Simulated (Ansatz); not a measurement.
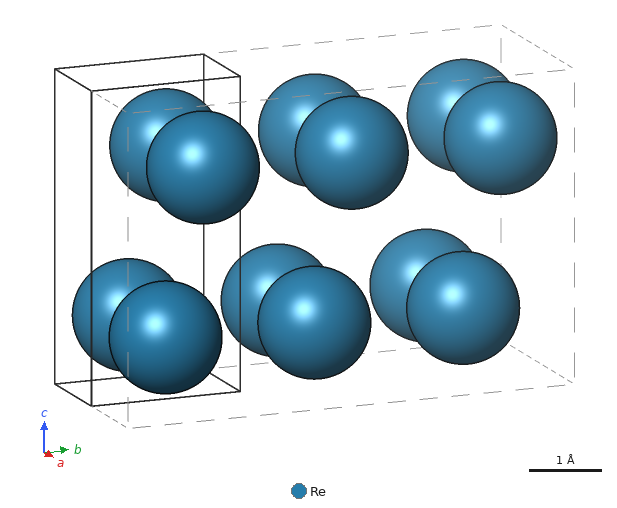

The crystal in a spheres-only representation, seen slightly off an axis. The solid box is one conventional unit cell, and 2×3×1 cells are shown. Cell: a = 2.760 Å, b = 2.760 Å, c = 4.457 Å, α = 90.00°, β = 90.00°, γ = 120.00°.

State composition, symmetry and coordination.

The element is rhenium. It takes space group P6_3/mmc (No. 194) on a primitive hexagonal lattice. The arrangement is known as hexagonal close-packed (Mg type). The cell holds two atoms. Re is surrounded by twelve Re in an anticuboctahedral arrangement at about 2.7 Å.

Provenance: the standard structure of this element. Earlier steps of the study may have refined or changed the cell and positions. It was set up as input for a calculation with Ansatz.
